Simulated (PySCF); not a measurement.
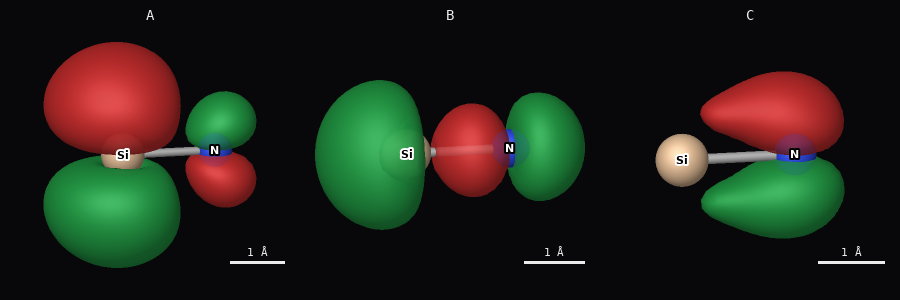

Figure. SiN (charge +1, triplet). Three frontier α-spin orbitals, each drawn at the value that holds 80 % of its norm (green and red are the two phases), in no order; of a degenerate pair one member is drawn.

Computed with PBE0/def2-TZVPPD, non-relativistic Hamiltonian with scalar-relativistic core potentials where named, at a bond length of 1.788 Å in PySCF.

Name the orbitals and rank them from lowest to highest energy.

Orbital C: π, occupied in this spin, −17.56 eV; mainly on N (80 %).
Orbital B: σ, occupied in this spin, −15.81 eV; shared between the atoms (Si 50 %, N 50 %).
Orbital A: π, empty in this spin, −9.93 eV; mainly on Si (85 %).
